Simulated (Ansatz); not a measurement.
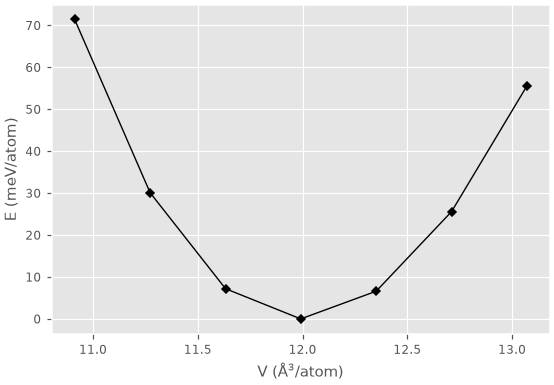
Figure: IrPtN$_{2}$ in space group R-3m (No. 166; Ir on 3b, Pt on 3a, N on 6c) under volume change, the program Ansatz at the PBE level (PAW), shape and atoms relaxed at each volume.

**Question.** What does a third-order Birch–Murnaghan fit give for V₀, B₀ and B′?

**Answer.** V₀ = 11.99 Å³/atom, B₀ = 207 GPa, B′ = 3.2.

The start of the workflow was typed in or built on a structure type; neither database checked (COD, Materials Project) lists it. Whether it is the stable phase at ambient conditions was not checked. Symmetry was held in the PBE relaxation; its stability against distortions is not shown here. The workflow began spin-polarised and lost its moments. Its formation energy is positive at this level, so the cell may be metastable or incomplete. Scalar-relativistic: spin–orbit coupling is off unless named, which matters more the heavier the elements.

Potentials: the later of the program's two PAW sets.
